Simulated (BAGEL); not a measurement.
# [B2H5O2]− (SMILES [BH3-]B(O)O) at RI-MP2/6-311+G(d,p) (density fitting with qzvpp-jkfit)

What is the energy change on altering one bond length of [B2H5O2]− at RI-MP2/6-311+G** (density fitting with qzvpp-jkfit)? 

The calculation is run with BAGEL 1.2.2.

2 further runs of the same task are left out: 2 set aside as unsound or not needed. Runs told in other sessions of the task aren't counted.

**1. The structure to begin with**

The species is [B2H5O2]− (9 atoms), meant as a singlet with charge -1. SMILES: `[BH3-]B(O)O`. Geometry: relaxed at GFN2-xTB. This is one conformer, not always the lowest.

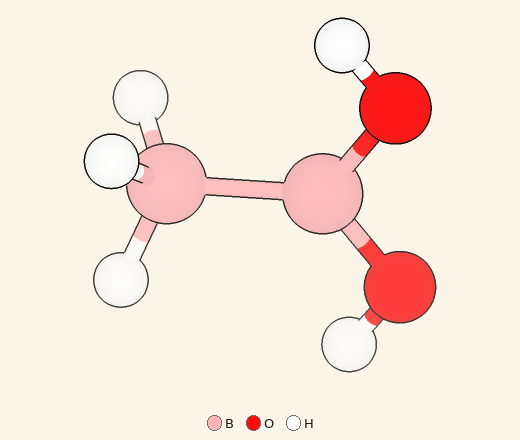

The structure, seen from a chosen angle (boron pink, oxygen red, hydrogen white).

**2. The energy at RI-MP2/6-311+G(d,p) (density fitting with qzvpp-jkfit)**

File job.json:

```json
{ "bagel": [

{
  "title": "molecule",
  "basis": "6-311+gss.json",
  "df_basis": "qzvpp-jkfit",
  "angstrom": true,
  "geometry": [
    { "atom": "B", "xyz": [    0.254680,    0.940610,   -0.319590 ] },
    { "atom": "B", "xyz": [   -0.171720,   -0.610840,    0.220640 ] },
    { "atom": "O", "xyz": [    0.717840,   -1.692820,    0.355770 ] },
    { "atom": "O", "xyz": [   -1.467670,   -1.025080,    0.580350 ] },
    { "atom": "H", "xyz": [    0.503080,    0.926310,   -1.531980 ] },
    { "atom": "H", "xyz": [   -0.645350,    1.775930,   -0.140800 ] },
    { "atom": "H", "xyz": [    1.274260,    1.363820,    0.241170 ] },
    { "atom": "H", "xyz": [    1.593070,   -1.398680,    0.109540 ] },
    { "atom": "H", "xyz": [   -2.058200,   -0.279260,    0.484900 ] }
  ]
},
{
  "title": "hf",
  "charge": -1
},
{
  "title": "mp2",
  "charge": -1,
  "ncore": 4
}

]}
```

The basis set 6-311+G** is read from a file made from the Basis Set Exchange's data (not shown).

Started as:

```sh
$ BAGEL_NUM_THREADS=1 BAGEL job.json > job.out
```

Output:

```text
* using 1 threads per process

  ===============================================================
  ===============================================================

  *** Geometry ***

  { "atom" : "B", "xyz" : [      0.481275,      1.777495,     -0.603938 ] },
  { "atom" : "B", "xyz" : [     -0.324504,     -1.154320,      0.416949 ] },
  { "atom" : "O", "xyz" : [      1.356521,     -3.198966,      0.672308 ] },
  { "atom" : "O", "xyz" : [     -2.773494,     -1.937120,      1.096703 ] },
  { "atom" : "H", "xyz" : [      0.950683,      1.750472,     -2.895023 ] },
  { "atom" : "H", "xyz" : [     -1.219535,      3.356021,     -0.266073 ] },
  { "atom" : "H", "xyz" : [      2.408002,      2.577246,      0.455745 ] },
  { "atom" : "H", "xyz" : [      3.010466,     -2.643122,      0.207001 ] },
  { "atom" : "H", "xyz" : [     -3.889434,     -0.527725,      0.916328 ] },

  Number of auxiliary basis functions:      394

  Since a DF basis is specified, we compute 2- and 3-index integrals:
    o Being stored without compression. Storage requirement is 0.044 GB

  Number of basis functions:      118
  Number of electrons      :       31

    * METHOD: MOLECULE                             0.18

  *** RHF ***

  === Nuclear Repulsion ===
   103.3700351057

      * DIIS with orbital gradients will be used.

  === RHF iteration (6-311+gss.json) ===
      0       -201.75051624          0.03158772           0.06
      1       -201.98085055          0.02301095           0.06
      2       -202.15418886          0.00193868           0.06
      3       -202.15686422          0.00051757           0.06
      4       -202.15706457          0.00012341           0.06
      5       -202.15708160          0.00002775           0.06
      6       -202.15708255          0.00000954           0.06
      7       -202.15708261          0.00000337           0.06
      8       -202.15708262          0.00000105           0.06
      9       -202.15708262          0.00000035           0.06
     10       -202.15708262          0.00000013           0.06
     11       -202.15708262          0.00000005           0.06
     12       -202.15708262          0.00000001           0.06
     13       -202.15708262          0.00000001           0.06
    * SCF iteration converged.

    * Permanent dipole moment:
           (    0.361191,     1.366185,    -0.478047) a.u.

    * METHOD: HF                                   0.98

  *** RHF ***

  === Nuclear Repulsion ===
   103.3700351057

      * DIIS with orbital gradients will be used.

  === RHF iteration (6-311+gss.json) ===
      0       -202.15708262          0.00000000           0.06
    * SCF iteration converged.

    * Permanent dipole moment:
           (    0.361191,     1.366185,    -0.478047) a.u.

  === DF-MP2 calculation ===

    * freezing 4 orbitals
    * 3-index integral transformation done
    * assembly done

      MP2 correlation energy:   -0.6278639778      0.06

      MP2 total energy:       -202.7849466012

    * METHOD: MP2                                  0.20

  ===============================================================
```

Run time: 1.5 s. Hardware: 1 thread of Arm Neoverse V2, shared host; peak memory 0.13 GiB.

**3. The distorted shape**

File calc.json:

```json
{ "bagel" : [

{
  "title" : "molecule",
  "basis" : "6-311+gss.json",
  "df_basis" : "qzvpp-jkfit",
  "angstrom" : "true",
  "geometry" : [
    { "atom" : "B", "xyz" : [    0.524659,    0.690042,   -0.373221 ] },
    { "atom" : "B", "xyz" : [    0.098259,   -0.861408,    0.167009 ] },
    { "atom" : "O", "xyz" : [    0.987819,   -1.943388,    0.302139 ] },
    { "atom" : "O", "xyz" : [   -1.197691,   -1.275648,    0.526719 ] },
    { "atom" : "H", "xyz" : [    0.773059,    0.675742,   -1.585611 ] },
    { "atom" : "H", "xyz" : [   -0.645350,    1.775930,   -0.140800 ] },
    { "atom" : "H", "xyz" : [    1.544239,    1.113252,    0.187539 ] },
    { "atom" : "H", "xyz" : [    1.863049,   -1.649248,    0.055909 ] },
    { "atom" : "H", "xyz" : [   -1.788221,   -0.529828,    0.431269 ] }
  ]
},
{
  "title" : "hf",
  "charge" : -1
},
{
  "title" : "mp2",
  "charge" : -1,
  "ncore" : 4
}

]}
```

The basis set 6-311+G** is read from a file made from the Basis Set Exchange's data (not shown).

Started as:

```sh
$ BAGEL_NUM_THREADS=1 BAGEL calc.json > calc.out
```

Output:

```text
* using 1 threads per process

  ===============================================================
  ===============================================================

  *** Geometry ***

  { "atom" : "B", "xyz" : [      0.991462,      1.303990,     -0.705285 ] },
  { "atom" : "B", "xyz" : [      0.185683,     -1.627825,      0.315601 ] },
  { "atom" : "O", "xyz" : [      1.866707,     -3.672471,      0.570960 ] },
  { "atom" : "O", "xyz" : [     -2.263308,     -2.410625,      0.995355 ] },
  { "atom" : "H", "xyz" : [      1.460870,      1.276967,     -2.996371 ] },
  { "atom" : "H", "xyz" : [     -1.219535,      3.356021,     -0.266073 ] },
  { "atom" : "H", "xyz" : [      2.918189,      2.103741,      0.354397 ] },
  { "atom" : "H", "xyz" : [      3.520652,     -3.116627,      0.105653 ] },
  { "atom" : "H", "xyz" : [     -3.379248,     -1.001230,      0.814980 ] },

  Number of auxiliary basis functions:      394

  Since a DF basis is specified, we compute 2- and 3-index integrals:
    o Being stored without compression. Storage requirement is 0.044 GB

  Number of basis functions:      118
  Number of electrons      :       31

    * METHOD: MOLECULE                             0.18

  *** RHF ***

  === Nuclear Repulsion ===
   102.5109561932

      * DIIS with orbital gradients will be used.

  === RHF iteration (6-311+gss.json) ===
      0       -201.72165241          0.03160720           0.06
      1       -201.95087355          0.02340156           0.06
      2       -202.13054433          0.00199696           0.06
      3       -202.13359221          0.00047188           0.06
      4       -202.13377608          0.00013086           0.06
      5       -202.13379520          0.00002878           0.06
      6       -202.13379640          0.00000809           0.06
      7       -202.13379646          0.00000317           0.06
      8       -202.13379647          0.00000104           0.06
      9       -202.13379647          0.00000036           0.06
     10       -202.13379647          0.00000010           0.06
     11       -202.13379647          0.00000003           0.06
     12       -202.13379647          0.00000001           0.06
     13       -202.13379647          0.00000001           0.06
    * SCF iteration converged.

    * Permanent dipole moment:
           (   -0.083050,     1.783710,    -0.394428) a.u.

    * METHOD: HF                                   0.96

  *** RHF ***

  === Nuclear Repulsion ===
   102.5109561932

      * DIIS with orbital gradients will be used.

  === RHF iteration (6-311+gss.json) ===
      0       -202.13379647          0.00000000           0.06
    * SCF iteration converged.

    * Permanent dipole moment:
           (   -0.083050,     1.783710,    -0.394428) a.u.

  === DF-MP2 calculation ===

    * freezing 4 orbitals
    * 3-index integral transformation done
    * assembly done

      MP2 correlation energy:   -0.6246772666      0.06

      MP2 total energy:       -202.7584737328

    * METHOD: MP2                                  0.20

  ===============================================================
```

Run time: 1.5 s. Hardware: 1 thread of Arm Neoverse V2, shared host; peak memory 0.13 GiB.

**4. What came out**

Level: RI-MP2/6-311+G** (density fitting with qzvpp-jkfit), 4 core orbitals frozen.

| quantity | value |
| --- | --- |
| first shape: total energy | -202.78495 Eh |
| first shape: correlation energy (4 core orbitals frozen) | -627.9 mEh |
| distorted shape: total energy | -202.75847 Eh |
| distorted shape: correlation energy (4 core orbitals frozen) | -624.7 mEh |
| energy change with the B1–H6 bond stretched from 1.241 to 1.613 Å | 0.720 eV |

What this shows: With the B1–H6 bond stretched from 1.241 to 1.613 Å the energy rises by 0.72 eV (69.5 kJ/mol). The first shape isn't relaxed at this level, so the change isn't measured from a minimum.
